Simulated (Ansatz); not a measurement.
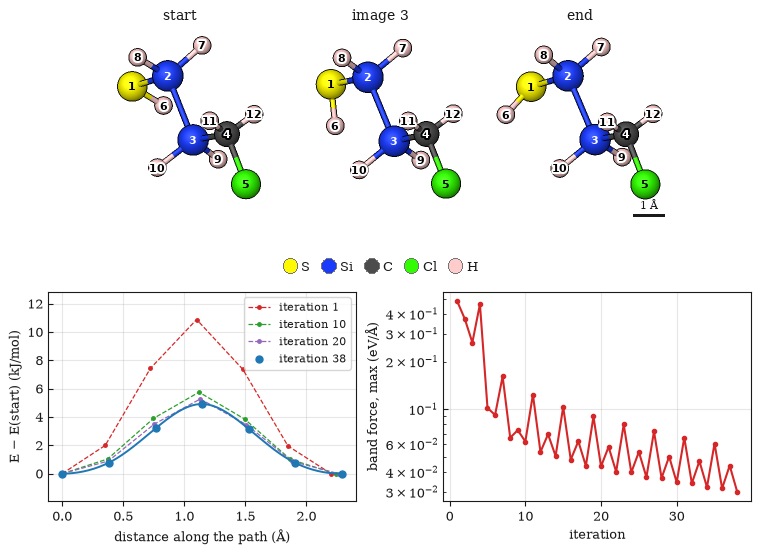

A nudged-elastic-band calculation for CH7ClSSi2. Images are numbered from 0 (start) to 6 (end). The plot follows the band through its iterations. The picture is a ball-and-stick view, seen from a free direction.

Level of theory: RKS r2SCAN-D4/def2-SVP in Ansatz 0.2.0. Set-up: 5 movable images; climbing image from the first iteration; force threshold 0.03 eV/Å; iteration limit 60; optimiser L-BFGS; starting path by image-dependent pair potential.

Question: Did the band converge, and can the barrier be trusted?

Answer: The run is converged, with reservations. The band converged in 38 iterations. The largest component of the band force went from 0.48 to 0.03 eV/Å. The climbing image converged on the top of the path. Its curvatures weren't checked. The first iteration put the highest image at 10.89 kJ/mol. The barrier is about 4.92 kJ/mol in both directions, with image 3 at the top; the ends have the same energy.
